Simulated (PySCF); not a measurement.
Run report: GeH3, geometry relaxation

The run: geometry relaxation of GeH3, multiplicity 2, SMILES [GeH3]. Method and program: PBE0/def2-TZVP, UKS, dispersion D4 (PySCF 2.14.0).

The atoms were displaced at random from an optimised geometry. Figures and captions count atoms from 1; the log counts them from 0 in places.

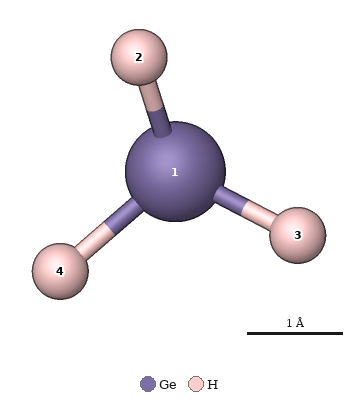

**Figure 1.** The input geometry (ball-and-stick view, seen at a tilt; atoms are numbered from 1 in the order of the input). Sticks mark near contacts. Bond lengths as drawn: Ge–H 1.51 to 1.60 Å.

**Input (job.py)**
```python
from pyscf import gto, dft
from pyscf.geomopt.geometric_solver import kernel as optimise

mol = gto.Mole()
mol.atom = 'input.xyz'
mol.verbose = 3
mol.spin = 1
mol.basis = 'def2-tzvp'
mol.max_memory = 1860
mol.charge = 0
mol.build()

ks = dft.UKS(mol, xc='pbe0')
ks = ks.density_fit(auxbasis='def2-universal-jkfit')
ks.grids.level = 4
ks.max_cycle = 100
ks.disp = 'd4'
ks.conv_tol = 1e-09
converged, mol_eq = optimise(ks, maxsteps=100)
print('converged:', converged)
print(mol_eq.tostring())

ks.reset(mol_eq)
mol = mol_eq
ks.kernel()
etot = ks.e_tot
print('E(%s) = %.9f' % ('PBE0', etot))
```

**File input.xyz**
```
4
GeH3
Ge     0.214317    -0.178415    -0.208853
H      1.022650     0.089601     1.047969
H     -0.906139    -1.170786    -0.043505
H     -0.339253     1.212018    -0.782647
```

Run on 1 thread of Arm Neoverse V2, 24 GiB of memory available, shared host.

Launched with:
```bash
OMP_NUM_THREADS=1 python job.py
```

**Output**
```
#|     Arguments passed to driver run_optimizer():      |#
customengine              <pyscf.geomopt.geometric_solver.PySCFEngine object>
maxiter                   100
----------------------------------------------------------
Custom engine selected.
Bonds will be generated from interatomic distances less than 1.20 times sum of covalent radii
12 internal coordinates being used (instead of 12 Cartesians)
Internal coordinate system (atoms numbered from 1):
Distance 1-2
Distance 1-3
Distance 1-4
Angle 2-1-3
Angle 2-1-4
Angle 3-1-4
Translation-X 1-4
Translation-Y 1-4
Translation-Z 1-4
Rotation-A 1-4
Rotation-B 1-4
Rotation-C 1-4
<class 'geometric.internal.Distance'> : 3
<class 'geometric.internal.Angle'> : 3
<class 'geometric.internal.TranslationX'> : 1
<class 'geometric.internal.TranslationY'> : 1
<class 'geometric.internal.TranslationZ'> : 1
<class 'geometric.internal.RotationA'> : 1
<class 'geometric.internal.RotationB'> : 1
<class 'geometric.internal.RotationC'> : 1
> ===== Optimization Info: ====
> Job type: Energy minimization
> Maximum number of optimization cycles: 100
> Initial / maximum trust radius (Angstrom): 0.100 / 0.300
> Convergence Criteria:
> Will converge when all 5 criteria are reached:
>  |Delta-E| < 1.00e-06
>  RMS-Grad  < 3.00e-04
>  Max-Grad  < 4.50e-04
>  RMS-Disp  < 1.20e-03
>  Max-Disp  < 1.80e-03
> === End Optimization Info ===

Geometry optimization cycle 1
Cartesian coordinates (Angstrom)
 Atom        New coordinates             dX        dY        dZ
  Ge   0.214317  -0.178415  -0.208853    0.000000  0.000000  0.000000
   H   1.022650   0.089601   1.047969    0.000000  0.000000  0.000000
   H  -0.906139  -1.170786  -0.043505    0.000000  0.000000  0.000000
   H  -0.339253   1.212018  -0.782647    0.000000 -0.000000  0.000000

WARN: Mole.unit (angstrom) is changed to Bohr

WARN: HOMO -0.165896321857947 >= LUMO -0.165896321857943

converged SCF energy = -2078.47897574683  <S^2> = 0.75218888  2S+1 = 2.0021877
--------------- DFUKS_Scanner gradients ---------------
         x                y                z
0 Ge     0.0004316231    -0.0240426478     0.0157204509
1 H    -0.0025960886     0.0007322831    -0.0066959111
2 H     0.0079052434     0.0074287444    -0.0030965641
3 H    -0.0057410222     0.0158818070    -0.0059281791
----------------------------------------------
cycle 1: E = -2078.47897575  dE = -2078.48  norm(grad) = 0.0364017
Step    0 : Gradient = 1.820e-02/2.873e-02 (rms/max) Energy = -2078.4789757468
Hessian Eigenvalues: 5.00000e-02 5.00000e-02 5.00000e-02 ... 1.60000e-01 1.60882e-01 1.66081e-01

Geometry optimization cycle 2
Cartesian coordinates (Angstrom)
 Atom        New coordinates             dX        dY        dZ
  Ge   0.218830  -0.150071  -0.234759    0.004513  0.028344 -0.025906
   H   1.024431   0.096719   1.054935    0.001781  0.007118  0.006966
   H  -0.920234  -1.170681  -0.043995   -0.014095  0.000105 -0.000490
   H  -0.331442   1.176444  -0.763209    0.007811 -0.035574  0.019438
converged SCF energy = -2078.48069441356  <S^2> = 0.75213454  2S+1 = 2.0021334
--------------- DFUKS_Scanner gradients ---------------
         x                y                z
0 Ge    -0.0006172746     0.0012406530    -0.0008052830
1 H     0.0006165315     0.0015057729    -0.0000818354
2 H    -0.0011414007    -0.0001826075    -0.0008969155
3 H     0.0011417781    -0.0025636107     0.0017840636
----------------------------------------------
cycle 2: E = -2078.48069441  dE = -0.00171867  norm(grad) = 0.0042921
Step    1 : Displace = 2.958e-02/4.128e-02 (rms/max) Trust = 1.000e-01 (=) Grad = 2.146e-03/3.325e-03 (rms/max) E (change) = -2078.4806944136 (-1.719e-03) Quality = 0.926
Hessian Eigenvalues: 5.00000e-02 5.00000e-02 5.00000e-02 ... 1.60130e-01 1.62622e-01 1.85650e-01

Geometry optimization cycle 3
Cartesian coordinates (Angstrom)
 Atom        New coordinates             dX        dY        dZ
  Ge   0.218315  -0.146096  -0.235181   -0.000515  0.003975 -0.000422
   H   1.021404   0.084325   1.058135   -0.003027 -0.012394  0.003200
   H  -0.912659  -1.172010  -0.036283    0.007575 -0.001329  0.007711
   H  -0.335461   1.186183  -0.773699   -0.004019  0.009739 -0.010490
converged SCF energy = -2078.48078519321  <S^2> = 0.75213832  2S+1 = 2.0021372
--------------- DFUKS_Scanner gradients ---------------
         x                y                z
0 Ge     0.0001080416    -0.0007650518     0.0003436569
1 H     0.0003477594     0.0006183462    -0.0000479123
2 H    -0.0004271738    -0.0001118965    -0.0004420969
3 H    -0.0000289178     0.0002588312     0.0001464117
----------------------------------------------
cycle 3: E = -2078.48078519  dE = -9.07797e-05  norm(grad) = 0.00130398
Step    2 : Displace = 1.150e-02/1.490e-02 (rms/max) Trust = 1.414e-01 (+) Grad = 6.520e-04/8.456e-04 (rms/max) E (change) = -2078.4807851932 (-9.078e-05) Quality = 1.219
Hessian Eigenvalues: 5.00000e-02 5.00000e-02 5.00000e-02 ... 1.60024e-01 1.64496e-01 1.92643e-01

Geometry optimization cycle 4
Cartesian coordinates (Angstrom)
 Atom        New coordinates             dX        dY        dZ
  Ge   0.218796  -0.142206  -0.237918    0.000481  0.003890 -0.002736
   H   1.017355   0.076774   1.059210   -0.004049 -0.007552  0.001074
   H  -0.907209  -1.170307  -0.030870    0.005450  0.001703  0.005414
   H  -0.337325   1.188128  -0.777454   -0.001864  0.001945 -0.003755
converged SCF energy = -2078.48079989999  <S^2> = 0.75213578  2S+1 = 2.0021346
--------------- DFUKS_Scanner gradients ---------------
         x                y                z
0 Ge     0.0000307272    -0.0002457265     0.0001166170
1 H    -0.0000435735     0.0000319568    -0.0000712886
2 H     0.0000675323     0.0001025503    -0.0000330228
3 H    -0.0000549094     0.0001114498    -0.0000122017
----------------------------------------------
cycle 4: E = -2078.4807999  dE = -1.47068e-05  norm(grad) = 0.000338644
Step    3 : Displace = 6.721e-03/8.606e-03 (rms/max) Trust = 2.000e-01 (+) Grad = 1.693e-04/2.737e-04 (rms/max) E (change) = -2078.4807999000 (-1.471e-05) Quality = 1.046
Hessian Eigenvalues: 5.00000e-02 5.00000e-02 5.00000e-02 ... 1.61891e-01 1.70345e-01 1.92146e-01

Geometry optimization cycle 5
Cartesian coordinates (Angstrom)
 Atom        New coordinates             dX        dY        dZ
  Ge   0.218495  -0.141543  -0.237886   -0.000301  0.000663  0.000031
   H   1.017532   0.076302   1.059443    0.000177 -0.000472  0.000234
   H  -0.907085  -1.170663  -0.030696    0.000124 -0.000356  0.000174
   H  -0.337314   1.188282  -0.777897    0.000011  0.000155 -0.000443
converged SCF energy = -2078.48080009127  <S^2> = 0.75213763  2S+1 = 2.0021365
--------------- DFUKS_Scanner gradients ---------------
         x                y                z
0 Ge    -0.0000036683     0.0000026037     0.0000019229
1 H     0.0000115366    -0.0000023413     0.0000101305
2 H    -0.0000050235    -0.0000099831    -0.0000012476
3 H    -0.0000030614     0.0000099526    -0.0000106969
----------------------------------------------
cycle 5: E = -2078.48080009  dE = -1.91277e-07  norm(grad) = 2.47879e-05
```

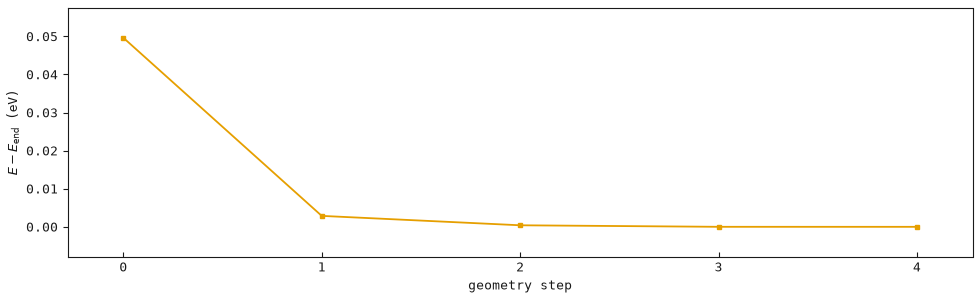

**Figure 2.** Progress of the relaxation, step by step (steps are counted from 0).

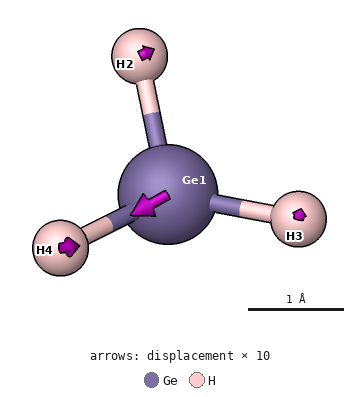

**Figure 3.** The starting structure with the displacements as pink arrows, magnified 10 times (ball-and-stick view, seen at a tilt). The two geometries are laid on each other by the best rigid fit. The largest move after the best rigid fit is that of Ge1, 0.047 Å. Largest moves by element: Ge 0.047 Å, H 0.024 Å. Among the contacts that change: Ge1–H4 1.603 → 1.539 Å, Ge1–H3 1.506 → 1.539 Å, Ge1–H2 1.518 → 1.539 Å. Among the angles that change: H2–Ge1–H3 114.9° → 111.2°, H2–Ge1–H4 109.1° → 111.2°. The energy falls by 0.050 eV in 4 geometry steps. The largest force component goes from 1.2 to 0.00059 eV/Å. (Atoms are counted from 1 in the order of the input.)

```
Step    4 : Displace = 5.550e-04/7.286e-04 (rms/max) Trust = 2.828e-01 (+) Grad = 1.239e-05/1.553e-05 (rms/max) E (change) = -2078.4808000913 (-1.913e-07) Quality = 0.921
Hessian Eigenvalues: 5.00000e-02 5.00000e-02 5.00000e-02 ... 1.61891e-01 1.70345e-01 1.92146e-01
Converged! =D

converged: True
Ge          0.21849515       -0.14154286       -0.23788630
H           1.01753205        0.07630159        1.05944318
H          -0.90708497       -1.17066336       -0.03069610
H          -0.33731426        1.18828231       -0.77789695

WARN: HOMO -0.167263848898369 >= LUMO -0.167263848898369

converged SCF energy = -2078.48080009127  <S^2> = 0.75213765  2S+1 = 2.0021365
E(PBE0) = -2078.480800091
```

**Trajectory as extended XYZ (Å, eV, eV/Å), 5 frames, from step=0 to step=4**
```
4
Properties=species:S:1:pos:R:3:forces:R:3 step=0 energy=-56558.29421
Ge    0.2143   -0.1784   -0.2089   -0.0222   1.2363  -0.8084
H     1.0227    0.0896    1.0480    0.1335  -0.0377   0.3443
H    -0.9061   -1.1708   -0.0435   -0.4065  -0.3820   0.1592
H    -0.3393    1.2120   -0.7826    0.2952  -0.8167   0.3048
4
Properties=species:S:1:pos:R:3:forces:R:3 step=1 energy=-56558.34098
Ge    0.2188   -0.1501   -0.2348    0.0317  -0.0638   0.0414
H     1.0244    0.0967    1.0549   -0.0317  -0.0774   0.0042
H    -0.9202   -1.1707   -0.0440    0.0587   0.0094   0.0461
H    -0.3314    1.1764   -0.7632   -0.0587   0.1318  -0.0917
4
Properties=species:S:1:pos:R:3:forces:R:3 step=2 energy=-56558.34345
Ge    0.2183   -0.1461   -0.2352   -0.0056   0.0393  -0.0177
H     1.0214    0.0843    1.0581   -0.0179  -0.0318   0.0025
H    -0.9127   -1.1720   -0.0363    0.0220   0.0058   0.0227
H    -0.3355    1.1862   -0.7737    0.0015  -0.0133  -0.0075
4
Properties=species:S:1:pos:R:3:forces:R:3 step=3 energy=-56558.34385
Ge    0.2188   -0.1422   -0.2379   -0.0016   0.0126  -0.0060
H     1.0174    0.0768    1.0592    0.0022  -0.0016   0.0037
H    -0.9072   -1.1703   -0.0309   -0.0035  -0.0053   0.0017
H    -0.3373    1.1881   -0.7775    0.0028  -0.0057   0.0006
4
Properties=species:S:1:pos:R:3:forces:R:3 step=4 energy=-56558.34386
Ge    0.2185   -0.1415   -0.2379    0.0002  -0.0001  -0.0001
H     1.0175    0.0763    1.0594   -0.0006   0.0001  -0.0005
H    -0.9071   -1.1707   -0.0307    0.0003   0.0005   0.0001
H    -0.3373    1.1883   -0.7779    0.0002  -0.0005   0.0006
```

**Results in brief**

- outcome: converged
- total energy: −2078.480800 hartree
- dispersion energy: −0.000997 hartree
- basis functions: 66
- ⟨S²⟩: 0.752
- dipole moment: 0.04 D
- wall time: 36 s
- peak memory: 0.68 GiB
